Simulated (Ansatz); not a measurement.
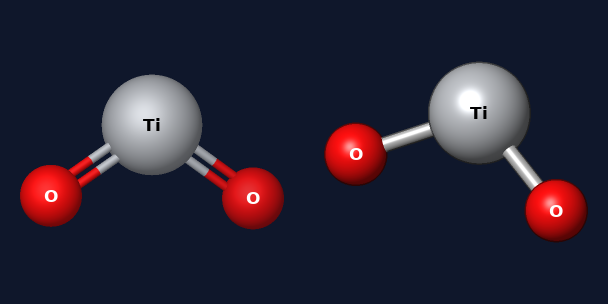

Both panels show the same species.

Charge 0, singlet.

Identify the structure.

It has 3 atoms: 1 titanium and 2 oxygen (TiO₂). SMILES: `[O]=[Ti]=[O]`. The point group is C2v. Coordination: 1 Ti bent.

More results for the same structure follow; atom numbers are the same in all pictures, views and colours differ. Computed geometry: PBE0-D4/def2-TZVP optimisation.

### Vibrations

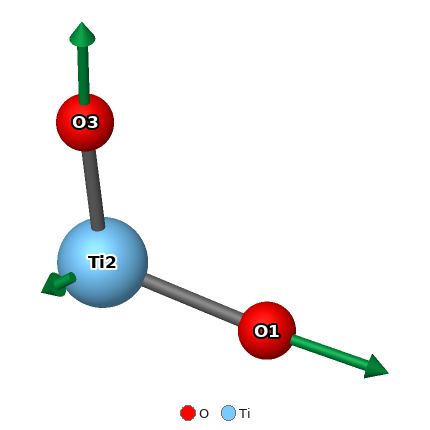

The arrows show one normal mode. Harmonic vibrations computed with RKS PBE0-D4/def2-TZVP (Ansatz 0.2.0) at a stationary point of the same level.

> Describe the motion.

Mostly in-phase stretching of 2 Ti–O bonds.

> At what wavenumber does it lie?

1060 cm⁻¹; it is mode 3 of 3 counted from the lowest.

### Dipole moment

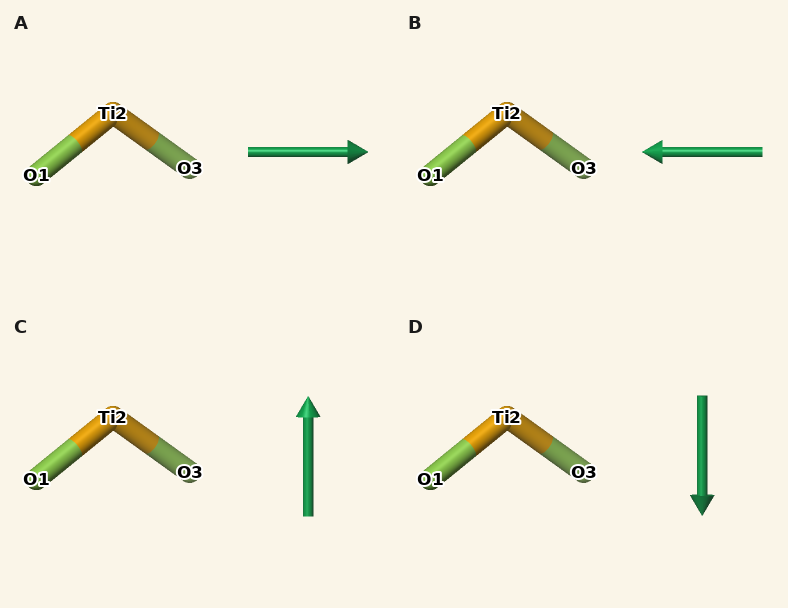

The same molecule four times, each with an arrow. Properties computed with RKS B3LYP-D4/def2-TZVPP (Ansatz 0.2.0).

> Which arrow points along the dipole moment, from the negative to the positive end?

C. The dipole moment is 6.65 D; it points from the side of O1, O3 to the side of Ti2 (the outermost atoms at the two ends).

### Levels of theory compared

Program: Ansatz 0.2.0.

Compare HOMO energy (eV), HOMO–LUMO gap (eV) at these levels: B3LYP-D4/def2-TZVPP; B97M-V/def2-TZVPP; BHLYP-D4/def2-TZVPP; CAM-B3LYP-D4/def2-TZVPP; HSE06 (plane-wave form)-D4/def2-TZVPP; PBE0-D4/def2-TZVPP; r2SCAN0-D4/def2-TZVPP; ωB97X-V/def2-TZVPP.

```json
{"level": "B3LYP-D4/def2-TZVPP", "HOMO energy (eV)": "−7.08", "HOMO–LUMO gap (eV)": "3.86"}
{"level": "B97M-V/def2-TZVPP", "HOMO energy (eV)": "−6.10", "HOMO–LUMO gap (eV)": "2.78"}
{"level": "BHLYP-D4/def2-TZVPP", "HOMO energy (eV)": "−8.81", "HOMO–LUMO gap (eV)": "6.27"}
{"level": "CAM-B3LYP-D4/def2-TZVPP", "HOMO energy (eV)": "−8.77", "HOMO–LUMO gap (eV)": "6.54"}
{"level": "HSE06 (plane-wave form)-D4/def2-TZVPP", "HOMO energy (eV)": "−6.88", "HOMO–LUMO gap (eV)": "3.69"}
{"level": "PBE0-D4/def2-TZVPP", "HOMO energy (eV)": "−7.28", "HOMO–LUMO gap (eV)": "4.45"}
{"level": "r2SCAN0-D4/def2-TZVPP", "HOMO energy (eV)": "−7.49", "HOMO–LUMO gap (eV)": "4.96"}
{"level": "ωB97X-V/def2-TZVPP", "HOMO energy (eV)": "−9.68", "HOMO–LUMO gap (eV)": "8.57"}
```
